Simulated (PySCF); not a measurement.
**Al$_{2}$As$_{2}$H$_{8}$: geometry relaxation**

- system: Al$_{2}$As$_{2}$H$_{8}$, SMILES [AlH2-]1[AsH2+][AlH2-][AsH2+]1
- method: PBE0-D3(BJ)/def2-SVP geometry optimisation, gas phase (PySCF 2.14.0)

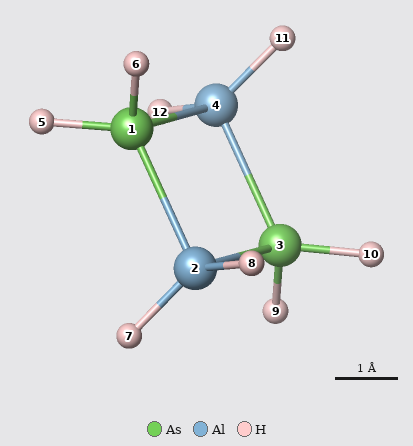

Fig. 1: The starting structure (ball-and-stick view, seen at a tilt; atoms are numbered from 1 in the order of the input). Sticks mark near contacts.

### Key numbers

```csv
quantity,value
outcome,converged
total energy,−4959.974114 hartree
dipole moment,0.00 D
point group,D2h
hardware,"1 CPU thread, shared host"
wall time,89 s
peak memory,0.73 GiB
```

### The input
```
{"job": {"xc": "PBE0", "basis": "def2-SVP", "d3": "d3bj", "grid": 2, "kind": "geom", "shake": 0.01}, "charge": 0, "multiplicity": 1}
As     0.476780    -1.341487    -1.001082
Al    -1.272164    -1.075683     0.824374
As    -0.488457     1.319300     0.986046
Al     1.296046     1.075604    -0.833607
H      1.456572    -2.432260    -0.894126
H      0.021255    -1.826785    -2.349617
H     -0.786483    -1.863188     2.084500
H     -2.685763    -1.109449     0.219267
H     -0.014730     1.820048     2.356445
H     -1.467375     2.437981     0.915943
H      0.805266     1.862230    -2.084481
H      2.697544     1.106105    -0.206662
```

The first line tells a small driver script what to run in PySCF; the rest is the geometry in Å.

Launched with:
```bash
OMP_NUM_THREADS=1 python <driver script> task.json out
```

### Log
```
step   0  E = -4959.96641533  max force = 0.014257
step   1  E = -4959.97355393  max force = 0.004834
step   2  E = -4959.97395896  max force = 0.003368
step   3  E = -4959.97409435  max force = 0.001299
step   4  E = -4959.97411187  max force = 0.000213
step   5  E = -4959.97411447  max force = 0.000178
optimisation converged
```

### Trajectory as extended XYZ (Å, eV, eV/Å), 6 frames, from step=0 to step=5
```
12
Properties=species:S:1:pos:R:3:forces:R:3 step=0 energy=-134967.56077
As    0.4768   -1.3415   -1.0011   -0.4021   0.4589  -0.2040
Al   -1.2722   -1.0757    0.8244    0.3942   0.0085   0.0875
As   -0.4885    1.3193    0.9860    0.5059   0.2196   0.6501
Al    1.2960    1.0756   -0.8336   -0.5989  -0.2038   0.0162
H     1.4566   -2.4323   -0.8941    0.6409  -0.4338   0.4621
H     0.0213   -1.8268   -2.3496   -0.3023   0.3001  -0.0919
H    -0.7865   -1.8632    2.0845    0.1121  -0.1953   0.3286
H    -2.6858   -1.1095    0.2193   -0.7106  -0.0426  -0.3137
H    -0.0147    1.8200    2.3565    0.1489  -0.5100  -0.3732
H    -1.4674    2.4380    0.9159   -0.4129   0.1285  -0.4729
H     0.8053    1.8622   -2.0845   -0.1083   0.2393  -0.4094
H     2.6975    1.1061   -0.2067    0.7331   0.0306   0.3206
12
Properties=species:S:1:pos:R:3:forces:R:3 step=1 energy=-134967.75502
As    0.4547   -1.2848   -0.9652    0.1269  -0.2105  -0.1138
Al   -1.3185   -1.1153    0.8618    0.0389   0.0157  -0.0172
As   -0.4520    1.2790    0.9623   -0.1674   0.1648  -0.1064
Al    1.3268    1.1145   -0.8612   -0.0941  -0.0508   0.0242
H     1.4837   -2.3814   -0.7900   -0.0615   0.1236   0.0667
H    -0.0512   -1.7148   -2.3196   -0.0526   0.0643   0.0102
H    -0.8386   -1.9188    2.1538   -0.0163   0.0384  -0.0508
H    -2.7844   -1.1618    0.2381    0.0536   0.0033   0.0089
H     0.0602    1.6971    2.3023    0.1575  -0.0009   0.2486
H    -1.4728    2.3839    0.8078    0.0266  -0.1119  -0.0948
H     0.8450    1.9193   -2.1513    0.0334  -0.0358   0.0460
H     2.7856    1.1554   -0.2217   -0.0452  -0.0003  -0.0218
12
Properties=species:S:1:pos:R:3:forces:R:3 step=2 energy=-134967.76605
As    0.4565   -1.2909   -0.9695    0.0218  -0.0797  -0.0848
Al   -1.3115   -1.1085    0.8560    0.0421   0.0283  -0.0246
As   -0.4531    1.2863    0.9672    0.0305   0.1204   0.1732
Al    1.3164    1.1063   -0.8579   -0.0681  -0.0487   0.0342
H     1.4853   -2.3757   -0.7799    0.0091   0.0226   0.0436
H    -0.0577   -1.7124   -2.3228   -0.0245   0.0340   0.0138
H    -0.8347   -1.9083    2.1457    0.0007   0.0026   0.0007
H    -2.7724   -1.1559    0.2296    0.0047   0.0046  -0.0072
H     0.0747    1.6989    2.3235   -0.0109  -0.0610  -0.0949
H    -1.4766    2.3785    0.7933   -0.0153  -0.0239  -0.0479
H     0.8389    1.9057   -2.1473    0.0090   0.0004  -0.0032
H     2.7725    1.1485   -0.2208    0.0009   0.0004  -0.0028
12
Properties=species:S:1:pos:R:3:forces:R:3 step=3 energy=-134967.76973
As    0.4576   -1.2976   -0.9739   -0.0182  -0.0046  -0.0316
Al   -1.3035   -1.1009    0.8521    0.0278   0.0215  -0.0159
As   -0.4526    1.2945    0.9747    0.0310   0.0181   0.0668
Al    1.3069    1.0980   -0.8530   -0.0341  -0.0268   0.0201
H     1.4888   -2.3745   -0.7708    0.0201  -0.0135   0.0121
H    -0.0653   -1.7104   -2.3252   -0.0019   0.0016   0.0056
H    -0.8289   -1.8997    2.1416    0.0046  -0.0100   0.0170
H    -2.7619   -1.1468    0.2227   -0.0142   0.0046  -0.0098
H     0.0819    1.6970    2.3270   -0.0174  -0.0100  -0.0427
H    -1.4805    2.3774    0.7839   -0.0136   0.0057  -0.0093
H     0.8327    1.8953   -2.1434   -0.0010   0.0131  -0.0169
H     2.7632    1.1402   -0.2186    0.0170   0.0004   0.0048
12
Properties=species:S:1:pos:R:3:forces:R:3 step=4 energy=-134967.77021
As    0.4575   -1.3017   -0.9760   -0.0081   0.0029  -0.0044
Al   -1.2999   -1.0968    0.8511    0.0099   0.0045   0.0001
As   -0.4517    1.2983    0.9781    0.0109  -0.0072   0.0086
Al    1.3032    1.0938   -0.8515   -0.0101  -0.0060   0.0026
H     1.4906   -2.3772   -0.7679    0.0013  -0.0001  -0.0005
H    -0.0682   -1.7133   -2.3259    0.0032  -0.0071   0.0015
H    -0.8268   -1.8964    2.1423   -0.0012  -0.0029   0.0028
H    -2.7587   -1.1405    0.2198   -0.0036   0.0042  -0.0030
H     0.0832    1.7000    2.3278   -0.0080   0.0081  -0.0064
H    -1.4820    2.3785    0.7810   -0.0010  -0.0001   0.0011
H     0.8301    1.8921   -2.1434    0.0019   0.0047  -0.0026
H     2.7611    1.1358   -0.2181    0.0047  -0.0010   0.0001
12
Properties=species:S:1:pos:R:3:forces:R:3 step=5 energy=-134967.77028
As    0.4569   -1.3034   -0.9761   -0.0062   0.0046  -0.0011
Al   -1.2990   -1.0952    0.8517    0.0026  -0.0012   0.0043
As   -0.4507    1.2994    0.9786    0.0063  -0.0092  -0.0019
Al    1.3026    1.0921   -0.8519   -0.0025   0.0002  -0.0025
H     1.4903   -2.3784   -0.7669    0.0002   0.0015   0.0000
H    -0.0692   -1.7168   -2.3253    0.0024  -0.0061   0.0009
H    -0.8272   -1.8953    2.1435   -0.0026  -0.0009  -0.0014
H    -2.7580   -1.1369    0.2196    0.0006   0.0037  -0.0005
H     0.0830    1.7037    2.3273   -0.0025   0.0087   0.0027
H    -1.4816    2.3786    0.7796   -0.0008  -0.0010  -0.0007
H     0.8301    1.8911   -2.1440    0.0026   0.0015   0.0016
H     2.7613    1.1335   -0.2191   -0.0001  -0.0019  -0.0015
```

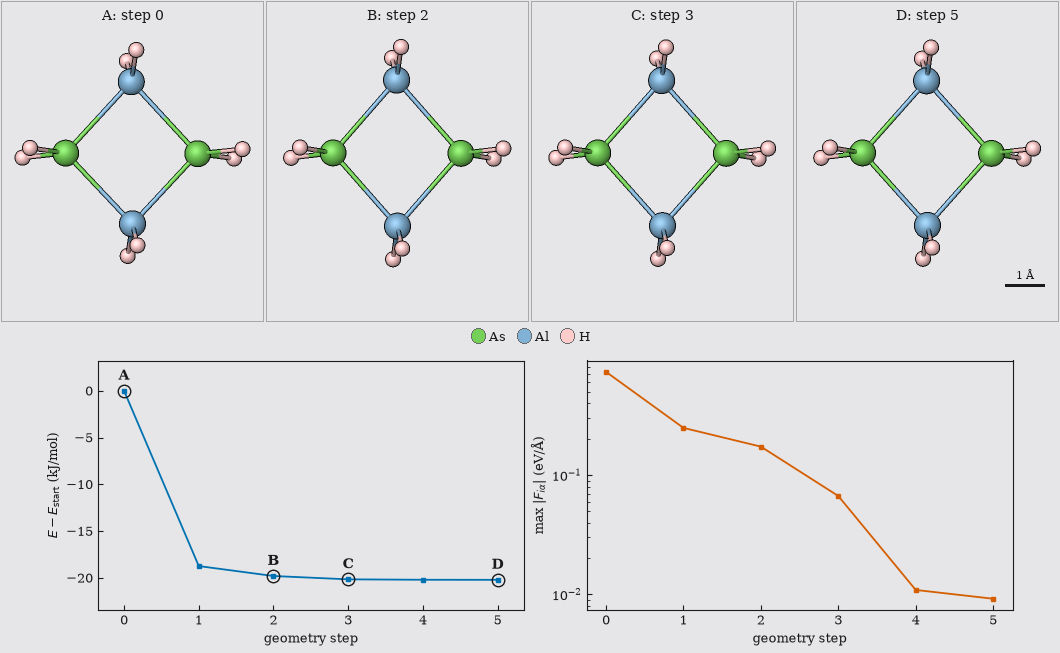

Fig. 2: Frames of the relaxation (ball-and-stick view, seen on its broad side) above the curves, on which the letters mark them (steps are counted from 0).

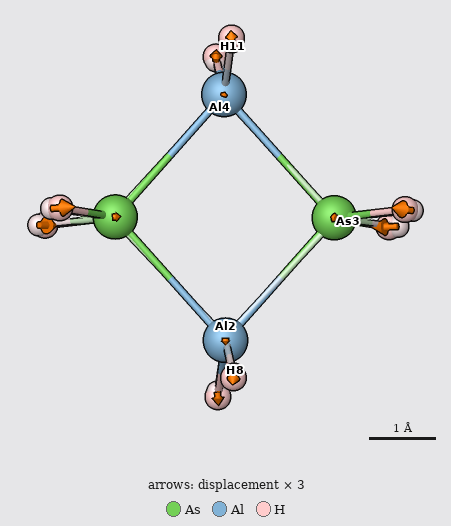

Fig. 3: Start (faint) and end (solid) with the displacements as orange arrows, magnified 3 times (ball-and-stick view, seen on its broad side). The two geometries are laid on each other by the best rigid fit. The largest move after the best rigid fit is that of H9, 0.16 Å. By element the largest moves are H 0.16 Å, As 0.05 Å, Al 0.04 Å. Distances before and after: Al2–H8 1.538 → 1.591 Å, As1–H5 1.470 → 1.506 Å, As3–H9 1.534 → 1.506 Å, Al2–H7 1.563 → 1.591 Å. Among the angles that change: H9–As3–H10 90.0° → 99.7°, H5–As1–H6 91.6° → 99.7°, Al2–As3–H10 120.4° → 116.1°. Over 5 geometry steps the energy falls by 20.2 kJ/mol. The largest force component goes from 0.73 to 0.0092 eV/Å. (Atoms are counted from 1 in the order of the input.)
